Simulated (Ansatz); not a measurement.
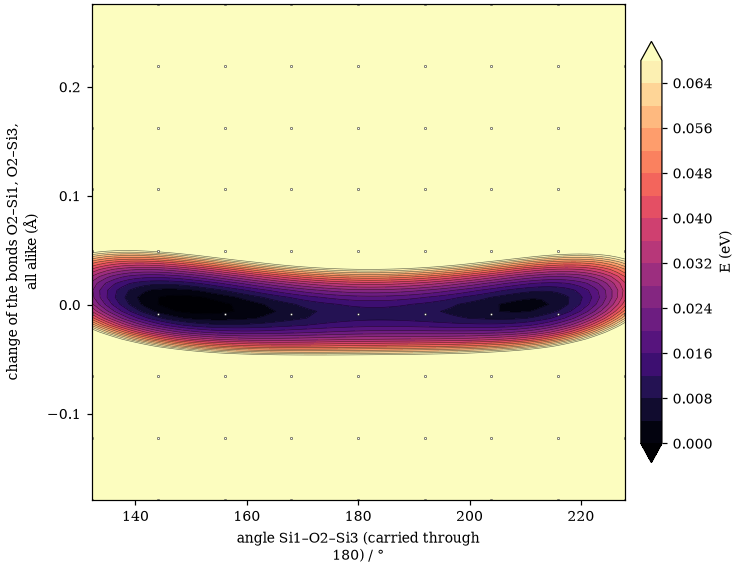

H₆OSi₂, SMILES [SiH3]O[SiH3]. 
- Coordinates scanned: (1) angle Si1–O2–Si3 (carried through 180); (2) change of the bonds O2–Si1, O2–Si3, all alike.
- Nothing is relaxed (all other coordinates rigid).
- The grid has 9 × 9 points.
- Points are written as (first, second).
- All energies are given in eV relative to the lowest grid point.
- Theory: RKS r2SCAN0-D4/def2-TZVP (Ansatz 0.2.0).

In the figure: filled contours, dots at the grid points, one colour for all values above the top of the scale. Between grid points the surface is interpolated.

### Estimate the position of the minimum and the force constants in these coordinates.

The interpolated minimum is at the first coordinate ≈ 150°, the second coordinate ≈ 0.000 Å. The curvatures there are about 0.41 eV/rad² and 73 eV/Å², with a cross term of about 2.1 eV/(rad·Å). Round the minimum the valley is somewhat tilted: raising the first coordinate shifts the best value of the second coordinate downwards (coupling k₁₂/√(k₁₁k₂₂) about 0.4).
